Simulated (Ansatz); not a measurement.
**Geometry relaxation, with input and output: Al2NH7O**

- system: Al2NH7O
- method: RKS CAM-B3LYP-D4/def2-SVP (Ansatz 0.2.0)

It belongs to a series of runs on one base structure; here: end point A relaxed. Figures and captions count atoms from 1; the log counts them from 0 in places.

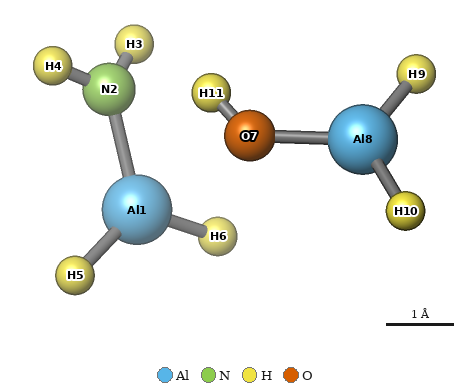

*The input geometry (ball-and-stick view, seen at a tilt; atoms are numbered from 1 in the order of the input). Sticks mark near contacts.*

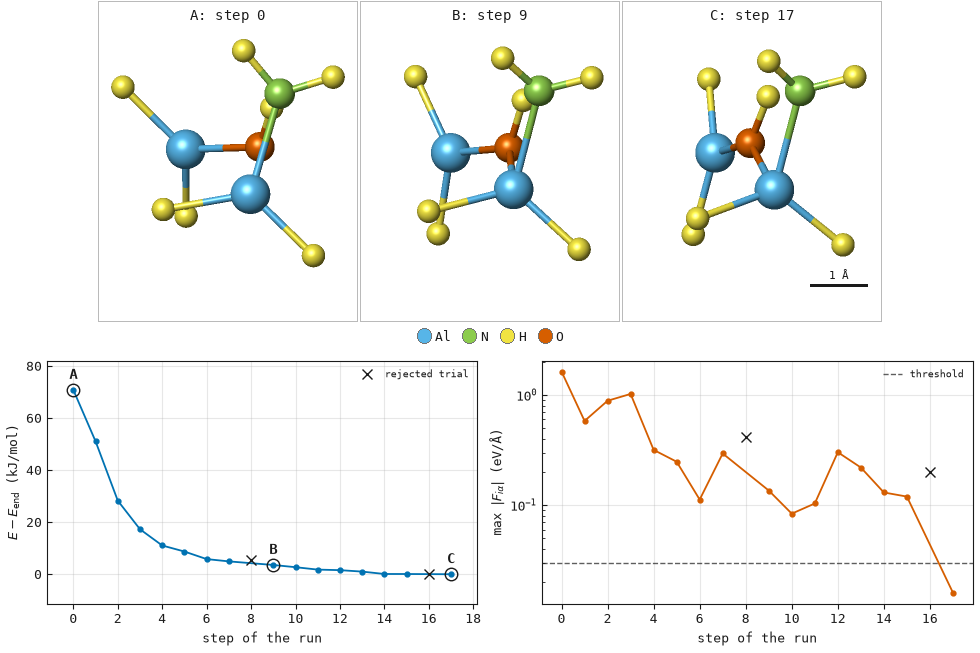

*Frames of the relaxation (ball-and-stick view, seen at an oblique angle) above the curves, on which the letters mark them (the first geometry is step 0 here and step 1 in the log).*

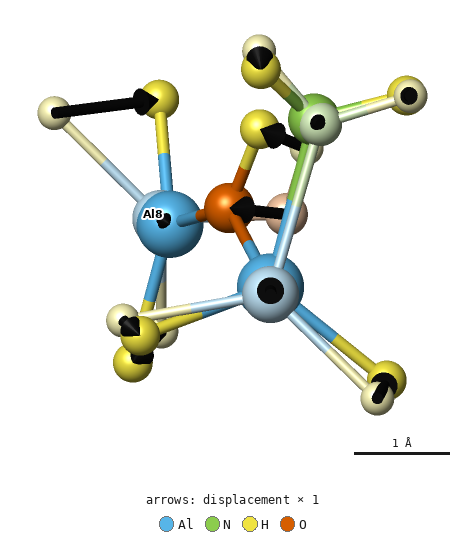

*Start (faint) and end (solid) with the displacements as black arrows, at true length (ball-and-stick view, seen at an oblique angle). The two geometries are laid on each other by the best rigid fit.*

After 17 geometry steps the energy has fallen by 70.8 kJ/mol. The largest force component goes from 1.6 to 0.016 eV/Å. The line search rejected the trial steps at points 8, 16 (counted from 0) and went back. The atom that moves furthest after the best rigid fit is H9 (1.39 Å). By element the largest moves are H 1.39 Å, O 0.87 Å, Al 0.49 Å, N 0.15 Å. Among the contacts that change: Al1–O7 2.968 → 1.963 Å, O7–H11 0.986 → 1.024 Å, O7–Al8 1.709 → 1.731 Å, Al1–H5 1.574 → 1.589 Å. New bonds form: Al1–O7 (2.97 → 1.96 Å). Among the angles that change: H5–Al1–H6 125.8° → 121.6°, Al1–N2–H3 123.6° → 120.1°, O7–Al8–H9 119.8° → 116.6°. (Atoms are counted from 1 in the order of the input.)

The input and output of the run follow.

The input
```yaml
crystal:
  periodic: [false, false, false]
  atoms:
    - { symbol: Al, position_ang: [0.287003, -0.171271, 0.115674] }
    - { symbol: "N", position_ang: [0.053678, -0.406558, 1.956046] }
    - { symbol: H, position_ang: [-0.777718, -0.818414, 2.36878] }
    - { symbol: H, position_ang: [0.82854, -0.462213, 2.60989] }
    - { symbol: H, position_ang: [1.744565, 0.1015, -0.410774] }
    - { symbol: H, position_ang: [-0.996664, -0.367432, -0.780969] }
    - { symbol: O, position_ang: [-0.564733, 2.486783, 1.12405] }
    - { symbol: Al, position_ang: [-1.975063, 3.294345, 0.595912] }
    - { symbol: H, position_ang: [-3.389203, 2.831887, 1.125136] }
    - { symbol: H, position_ang: [-1.738879, 4.473245, -0.415551] }
    - { symbol: H, position_ang: [-0.496626, 1.77533, 1.804006] }
basis:
  gaussian: { orbitals: def2-SVP }
hamiltonian:
  xc: cam_b3lyp
  dispersion: d4
relax:
  f_tol: 0.03
  max_steps: 50
```

Launched with:
```bash
ansatz run input.yaml --threads 4 --pin off --max-ram 5120MiB --backend cpu --events-out ev --progress --plain --runs-dir out
```

Log
```
The last accepted step is kept in [file] (removed where the run ends without a failure and the disk answers)
Engine: ansatz 0.2.0, aarch64-unknown-linux-gnu
Functional definition: CAM-B3LYP
  parameter alpha = 0.19
  parameter beta = 0.46
  parameter omega = 0.33/bohr
  parameter ac = 0.81
  exchange = (1 - alpha - beta)*b88_x + beta*b88_x_sr(omega) + alpha*exact_x + beta*exact_x_lr(omega)
  correlation = (1 - ac)*vwn5_c + ac*lyp_c
1016 factors; integrals over basis functions are off by at most 4.8e-4 eV
380 factors; integrals over basis functions are off by at most 1.3e-6 eV
mean field evaluation 1: about -16829.6209 eV, gradient 6.8e1 eV
mean field evaluation 2: about -16819.9969 eV, gradient 9.6e1 eV
mean field evaluation 4: about -16838.3964 eV, gradient 4.9e0 eV
mean field evaluation 8: about -16838.4531 eV, gradient 6.3e-2 eV
mean field evaluation 16: about -16838.4532 eV, gradient 2.5e-5 eV
mean field -16838.45316948 eV, -618.8017404650 hartree, gradient 2.5e-5 eV, S^2 0.000000; 0 other end points of the search recorded, 0 dependent functions left out
the calculation of the forces begins
reference -16838.45332605 eV, -618.8017462187 hartree; 24, 24 occupied and 75, 75 virtual orbitals, 1016 factors
relax step   1: F+E_penalty+E_count = -16838.61073624 eV  Δ(F+E_penalty+E_count) = +0.000e0 eV  max|allowed force component| = 1.630e0 eV/Å  Δτ_max = 0.0000 Å  (25 SCF iters, accepted)
these checks for a lower state are left out or cut short: starts, cluster_reference, orbital_swaps, neighbouring_geometries, increment
1016 factors; integrals over basis functions are off by at most 4.4e-4 eV
380 factors; integrals over basis functions are off by at most 1.3e-6 eV
mean field -16838.65167479 eV, -618.8090354004 hartree, gradient 1.7e-5 eV, S^2 0.000000; 0 other end points of the search recorded, 0 dependent functions left out
[... from here on the field's lines of each further geometry are left out, up to the last ...]
relax step   2: F+E_penalty+E_count = -16838.81528174 eV  Δ(F+E_penalty+E_count) = -2.045e-1 eV  max|allowed force component| = 5.806e-1 eV/Å  Δτ_max = 0.1949 Å  (28 SCF iters, accepted)
relax step   3: F+E_penalty+E_count = -16839.05142104 eV  Δ(F+E_penalty+E_count) = -2.361e-1 eV  max|allowed force component| = 8.854e-1 eV/Å  Δτ_max = 0.1950 Å  (29 SCF iters, accepted)
relax step   4: F+E_penalty+E_count = -16839.16532610 eV  Δ(F+E_penalty+E_count) = -1.139e-1 eV  max|allowed force component| = 1.021e0 eV/Å  Δτ_max = 0.1949 Å  (30 SCF iters, accepted)
relax step   5: F+E_penalty+E_count = -16839.22994930 eV  Δ(F+E_penalty+E_count) = -6.462e-2 eV  max|allowed force component| = 3.171e-1 eV/Å  Δτ_max = 0.1115 Å  (25 SCF iters, accepted)
relax step   6: F+E_penalty+E_count = -16839.25403006 eV  Δ(F+E_penalty+E_count) = -2.408e-2 eV  max|allowed force component| = 2.475e-1 eV/Å  Δτ_max = 0.0873 Å  (25 SCF iters, accepted)
relax step   7: F+E_penalty+E_count = -16839.28411129 eV  Δ(F+E_penalty+E_count) = -3.008e-2 eV  max|allowed force component| = 1.122e-1 eV/Å  Δτ_max = 0.1999 Å  (29 SCF iters, accepted)
relax step   8: F+E_penalty+E_count = -16839.29324029 eV  Δ(F+E_penalty+E_count) = -9.129e-3 eV  max|allowed force component| = 2.940e-1 eV/Å  Δτ_max = 0.1999 Å  (27 SCF iters, accepted)
relax step   9: F+E_penalty+E_count = -16839.28857075 eV  Δ(F+E_penalty+E_count) = +4.670e-3 eV  max|allowed force component| = 4.112e-1 eV/Å  Δτ_max = 0.1959 Å  (24 SCF iters, rejected (line search))
relax step  10: F+E_penalty+E_count = -16839.30755230 eV  Δ(F+E_penalty+E_count) = -1.431e-2 eV  max|allowed force component| = 1.356e-1 eV/Å  Δτ_max = 0.0979 Å  (26 SCF iters, accepted)
relax step  11: F+E_penalty+E_count = -16839.31635680 eV  Δ(F+E_penalty+E_count) = -8.805e-3 eV  max|allowed force component| = 8.360e-2 eV/Å  Δτ_max = 0.1000 Å  (26 SCF iters, accepted)
relax step  12: F+E_penalty+E_count = -16839.32595882 eV  Δ(F+E_penalty+E_count) = -9.602e-3 eV  max|allowed force component| = 1.034e-1 eV/Å  Δτ_max = 0.1459 Å  (24 SCF iters, accepted)
relax step  13: F+E_penalty+E_count = -16839.32815396 eV  Δ(F+E_penalty+E_count) = -2.195e-3 eV  max|allowed force component| = 3.019e-1 eV/Å  Δτ_max = 0.1951 Å  (28 SCF iters, accepted)
relax step  14: F+E_penalty+E_count = -16839.33392545 eV  Δ(F+E_penalty+E_count) = -5.771e-3 eV  max|allowed force component| = 2.193e-1 eV/Å  Δτ_max = 0.2000 Å  (28 SCF iters, accepted)
relax step  15: F+E_penalty+E_count = -16839.34340783 eV  Δ(F+E_penalty+E_count) = -9.482e-3 eV  max|allowed force component| = 1.302e-1 eV/Å  Δτ_max = 0.0582 Å  (26 SCF iters, accepted)
relax step  16: F+E_penalty+E_count = -16839.34351101 eV  Δ(F+E_penalty+E_count) = -1.032e-4 eV  max|allowed force component| = 1.195e-1 eV/Å  Δτ_max = 0.0042 Å  (22 SCF iters, accepted)
relax step  17: F+E_penalty+E_count = -16839.34270084 eV  Δ(F+E_penalty+E_count) = +8.102e-4 eV  max|allowed force component| = 2.005e-1 eV/Å  Δτ_max = 0.0599 Å  (27 SCF iters, rejected (line search))
the calculation of the forces begins
reference -16839.17314708 eV, -618.8281991535 hartree; 24, 24 occupied and 75, 75 virtual orbitals, 1016 factors
relax step  18: F+E_penalty+E_count = -16839.34441528 eV  Δ(F+E_penalty+E_count) = -9.043e-4 eV  max|allowed force component| = 1.603e-2 eV/Å  Δτ_max = 0.0270 Å  (26 SCF iters, accepted)
1016 factors; integrals over basis functions are off by at most 6.5e-4 eV
380 factors; integrals over basis functions are off by at most 1.6e-6 eV
mean field evaluation 128: about -16839.1730 eV, gradient 2.2e-3 eV
mean field -16839.17299597 eV, -618.8281936006 hartree, gradient 5.4e-5 eV, S^2 0.000000; 1 other end points of the search recorded, 0 dependent functions left out
the calculation of the forces begins
reference -16839.17314708 eV, -618.8281991535 hartree; 24, 24 occupied and 75, 75 virtual orbitals, 1016 factors
Total energy: -16839.34456638 eV, -618.8344986968 hartree
Atom 0 at     0.165015     0.306391     0.220381 Å, force    -0.004038     0.008978    -0.009454 eV/Å
Atom 1 at    -0.048683    -0.302373     1.974247 Å, force     0.005136    -0.016033     0.014611 eV/Å
Atom 2 at    -0.588908    -1.145493     2.159818 Å, force     0.005865     0.006874     0.001824 eV/Å
Atom 3 at     0.742918    -0.301944     2.614947 Å, force    -0.009908    -0.000231    -0.002142 eV/Å
Atom 4 at     1.579506     0.950001    -0.112002 Å, force    -0.001841     0.000165     0.001205 eV/Å
Atom 5 at    -0.674734    -0.475403    -0.879968 Å, force     0.002669     0.000044     0.000834 eV/Å
Atom 6 at    -0.985496     1.747010     0.895412 Å, force     0.000682     0.000202    -0.012294 eV/Å
Atom 7 at    -1.865509     3.203679     0.577974 Å, force    -0.002572     0.003823     0.001829 eV/Å
Atom 8 at    -2.713057     3.787098     1.765356 Å, force     0.001146     0.002336     0.001034 eV/Å
Atom 9 at    -1.721371     3.788729    -0.869185 Å, force    -0.000271    -0.000227    -0.000930 eV/Å
Atom 10 at    -0.914781     1.179507     1.745220 Å, force     0.003133    -0.005934     0.003484 eV/Å
Dipole moment:    -0.357258     0.303425     0.452493 e Å
```

Trajectory as extended XYZ (Å, eV, eV/Å), 10 of the 18 frames kept, from step=1 to step=18
```
11
Properties=species:S:1:pos:R:3:forces:R:3 step=1 energy=-16838.61074
Al    0.2870   -0.1713    0.1157   -0.2718   0.1576   1.6299
N     0.0537   -0.4066    1.9560    0.1415   0.3393  -1.5031
H    -0.7777   -0.8184    2.3688   -0.0126  -0.0032  -0.0100
H     0.8285   -0.4622    2.6099    0.0127  -0.0014   0.0034
H     1.7446    0.1015   -0.4108    0.0068  -0.0076   0.0031
H    -0.9967   -0.3674   -0.7810   -0.0069  -0.0029  -0.0052
O    -0.5647    2.4868    1.1240    0.1039  -0.8354   0.3547
Al   -1.9751    3.2943    0.5959    0.0493  -0.0539   0.0455
H    -3.3892    2.8319    1.1251    0.0001   0.0201   0.0113
H    -1.7389    4.4732   -0.4156   -0.0051   0.0070  -0.0199
H    -0.4966    1.7753    1.8040   -0.0177   0.3803  -0.5098
11
Properties=species:S:1:pos:R:3:forces:R:3 step=3 energy=-16839.05142
Al    0.1951    0.1217    0.2251   -0.1604   0.5916  -0.5477
N     0.0107   -0.2610    1.9695   -0.0296  -0.2592   0.8854
H    -0.7864   -0.7806    2.3408    0.1554   0.0992  -0.0885
H     0.8129   -0.4273    2.5801   -0.1751   0.0279  -0.1430
H     1.6724    0.2376   -0.3375   -0.0478   0.1221   0.0513
H    -1.0348   -0.2451   -0.7136   -0.0028   0.0206   0.0015
O    -0.5400    2.1444    0.9400    0.0804  -0.1754  -0.5589
Al   -1.9006    3.1614    0.5680   -0.0520  -0.0514  -0.0987
H    -3.3233    2.8235    1.1805    0.1923  -0.0032   0.0489
H    -1.6608    4.3854   -0.3989    0.0830  -0.1337   0.0467
H    -0.4702    1.5772    1.7384   -0.0435  -0.2385   0.4028
11
Properties=species:S:1:pos:R:3:forces:R:3 step=5 energy=-16839.22995
Al    0.1208    0.2481    0.2380    0.1359   0.2960  -0.3171
N    -0.0087   -0.2232    2.0087   -0.1381  -0.1156   0.3021
H    -0.7658   -0.8081    2.3563    0.0096  -0.0351  -0.0394
H     0.8163   -0.4314    2.5669    0.0124   0.0324  -0.0368
H     1.6041    0.4615   -0.3093   -0.1293  -0.0462   0.0237
H    -1.0808   -0.1896   -0.7233    0.0545  -0.0490   0.0306
O    -0.5646    2.0121    0.8941    0.2382  -0.2999   0.1351
Al   -1.8595    3.0851    0.5032   -0.2762   0.2892  -0.0024
H    -3.2108    2.8147    1.2695    0.0272   0.0692  -0.0567
H    -1.5274    4.2694   -0.4736   -0.0506  -0.0898  -0.0529
H    -0.5488    1.4986    1.7617    0.1165  -0.0511   0.0136
11
Properties=species:S:1:pos:R:3:forces:R:3 step=7 energy=-16839.28411
Al    0.1482    0.3074    0.2365   -0.0164   0.0249  -0.0515
N    -0.0399   -0.2419    2.0029    0.0122  -0.0125   0.0325
H    -0.7501   -0.9288    2.2503    0.0248   0.0209   0.0109
H     0.7754   -0.4175    2.5886   -0.0413  -0.0049  -0.0487
H     1.6255    0.5424   -0.2861    0.0080   0.0141   0.0058
H    -1.0156   -0.1830   -0.7443    0.0312  -0.0026   0.0098
O    -0.5823    2.0001    0.9472   -0.1115   0.0147   0.0658
Al   -1.8724    3.0985    0.5329    0.1122   0.0035  -0.0264
H    -3.1651    3.0373    1.4251    0.0180   0.0240   0.0055
H    -1.5757    4.0719   -0.6614   -0.0378  -0.0446  -0.0091
H    -0.5731    1.4509    1.8006    0.0006  -0.0374   0.0054
11
Properties=species:S:1:pos:R:3:forces:R:3 step=9 energy=-16839.28857 accepted=F
Al    0.1759    0.3465    0.2368    0.0020  -0.0710   0.0331
N    -0.0568   -0.2669    1.9864   -0.0822  -0.1013  -0.0306
H    -0.7397   -1.0048    2.1699    0.1277   0.1162   0.0074
H     0.7464   -0.4336    2.5891   -0.0065  -0.0268   0.0033
H     1.6577    0.6647   -0.2259    0.0103   0.0111   0.0108
H    -0.9199   -0.1952   -0.7920    0.0141   0.0214   0.0017
O    -0.6417    1.9599    0.9886   -0.2520   0.0398  -0.0182
Al   -1.8980    3.0780    0.5305    0.0225   0.4112   0.1118
H    -3.0564    3.3343    1.6067    0.2562  -0.1304  -0.3169
H    -1.6536    3.8711   -0.8298   -0.1157  -0.2608   0.2612
H    -0.6391    1.3833    1.8319    0.0235  -0.0093  -0.0637
11
Properties=species:S:1:pos:R:3:forces:R:3 step=10 energy=-16839.30755
Al    0.1586    0.3358    0.2348    0.0292   0.0072   0.0158
N    -0.0470   -0.2643    1.9882   -0.0352  -0.0440  -0.0095
H    -0.7299   -0.9910    2.1977    0.0346   0.0210   0.0116
H     0.7661   -0.4293    2.5784   -0.0094  -0.0047  -0.0107
H     1.6402    0.6497   -0.2360   -0.0035   0.0117   0.0049
H    -0.9467   -0.1938   -0.7877    0.0140   0.0058   0.0082
O    -0.6475    1.9663    0.9906   -0.0410  -0.0410   0.0116
Al   -1.8650    3.1228    0.5540   -0.0945   0.0664  -0.1276
H    -3.0843    3.2598    1.5448    0.0814   0.0479  -0.0371
H    -1.6261    3.8933   -0.8014   -0.0216  -0.0561   0.1356
H    -0.6436    1.3879    1.8288    0.0459  -0.0144  -0.0029
11
Properties=species:S:1:pos:R:3:forces:R:3 step=12 energy=-16839.32596
Al    0.1626    0.3214    0.2321   -0.0123   0.0121  -0.0281
N    -0.0345   -0.2936    1.9806    0.0204  -0.0162   0.0397
H    -0.6768   -1.0546    2.1955    0.0174   0.0215  -0.0187
H     0.7850   -0.4122    2.5740   -0.0268   0.0052  -0.0152
H     1.6354    0.7463   -0.1891   -0.0368   0.0024   0.0127
H    -0.8684   -0.2841   -0.8252    0.0371   0.0071   0.0196
O    -0.7679    1.8934    0.9715   -0.0562   0.0127  -0.0199
Al   -1.8839    3.1589    0.5546   -0.0089  -0.0330   0.1034
H    -3.0107    3.4847    1.6117    0.0894  -0.0062  -0.0680
H    -1.6390    3.8537   -0.8285   -0.0076  -0.0072  -0.0037
H    -0.7269    1.3236    1.8150   -0.0157   0.0017  -0.0218
11
Properties=species:S:1:pos:R:3:forces:R:3 step=14 energy=-16839.33392
Al    0.1652    0.3080    0.2208   -0.1029   0.0573   0.2193
N    -0.0381   -0.3254    1.9650    0.0252   0.0510  -0.0397
H    -0.5955   -1.1575    2.1408   -0.0029  -0.0595   0.0125
H     0.7548   -0.3474    2.6012    0.0370  -0.0197   0.0449
H     1.5593    0.9787   -0.1299    0.0525  -0.0551  -0.0392
H    -0.7193   -0.4638   -0.8520    0.0155   0.0401  -0.0376
O    -0.9328    1.7822    0.9345   -0.1073  -0.0556   0.1082
Al   -1.8571    3.1998    0.5768   -0.0440   0.0636  -0.0688
H    -2.7759    3.7650    1.7176    0.0098   0.0014   0.0281
H    -1.6837    3.7632   -0.8746    0.0020   0.0194  -0.0105
H    -0.9020    1.2343    1.7919    0.1149  -0.0430  -0.2171
11
Properties=species:S:1:pos:R:3:forces:R:3 step=16 energy=-16839.34351
Al    0.1637    0.3065    0.2257    0.0099   0.0248  -0.0637
N    -0.0475   -0.3037    1.9762    0.0081  -0.0102  -0.0066
H    -0.5930   -1.1428    2.1586   -0.0147  -0.0306   0.0195
H     0.7475   -0.3130    2.6109    0.0231  -0.0052   0.0346
H     1.5773    0.9453   -0.1183    0.0100  -0.0061   0.0097
H    -0.6866   -0.4606   -0.8767   -0.0031  -0.0126   0.0019
O    -0.9727    1.7538    0.9040   -0.0428   0.1195  -0.1171
Al   -1.8657    3.2025    0.5753    0.0193  -0.0417   0.0174
H    -2.7322    3.7706    1.7560   -0.0009   0.0124  -0.0018
H    -1.7109    3.7878   -0.8704   -0.0017   0.0020   0.0010
H    -0.9049    1.1909    1.7510   -0.0073  -0.0521   0.1050
11
Properties=species:S:1:pos:R:3:forces:R:3 step=18 energy=-16839.34441
Al    0.1650    0.3064    0.2204   -0.0040   0.0090  -0.0095
N    -0.0487   -0.3024    1.9742    0.0051  -0.0160   0.0146
H    -0.5889   -1.1455    2.1598    0.0059   0.0069   0.0018
H     0.7429   -0.3019    2.6149   -0.0099  -0.0002  -0.0021
H     1.5795    0.9500   -0.1120   -0.0018   0.0002   0.0012
H    -0.6747   -0.4754   -0.8800    0.0027   0.0000   0.0008
O    -0.9855    1.7470    0.8954    0.0007   0.0002  -0.0123
Al   -1.8655    3.2037    0.5780   -0.0026   0.0038   0.0018
H    -2.7131    3.7871    1.7654    0.0011   0.0023   0.0010
H    -1.7214    3.7887   -0.8692   -0.0003  -0.0002  -0.0009
H    -0.9148    1.1795    1.7452    0.0031  -0.0059   0.0035
```

Summary

- outcome: converged
- total energy: −16839.3446 eV
- mean-field energy: −16839.1731 eV
- largest force (length of the vector) at the end: 0.022 eV/Å
- hardware: 4 threads of Arm Neoverse V2, 24 GiB of memory available, shared host
- wall time: 22 s (CPU time 79 s)
- peak memory: 0.24 GiB
